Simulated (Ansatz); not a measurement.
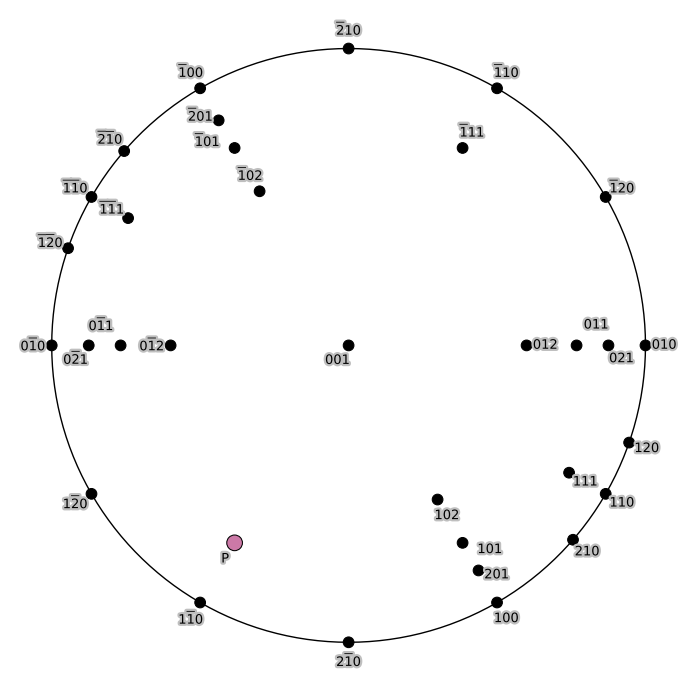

Stereographic projection of plane normals (upper hemisphere) centred on (0 0 1). Crystal: Co, the geometry relaxed with DFT, m-r2SCAN, plane waves (500 eV) with PAW, scalar-relativistic (Ansatz); the starting structure was generated, so it need not be a known form of this composition. Geometry calculated from the standardised cell; symmetry tolerance 0.002 Å.

a = 2.459 Å, b = 2.459 Å, c = 7.970 Å, α = 90.00°, β = 90.00°, γ = 120.00°.

> Index the pole marked P.

P is (1 −1 1), in four indices (1 −1 0 1), 75.0° from the centre.

> What is the angle between the normals of (−1 0 1) and (1 2 0), and what are their d_hkl = 1/|g|?

136.9°; d = 2.057 Å and 0.805 Å.
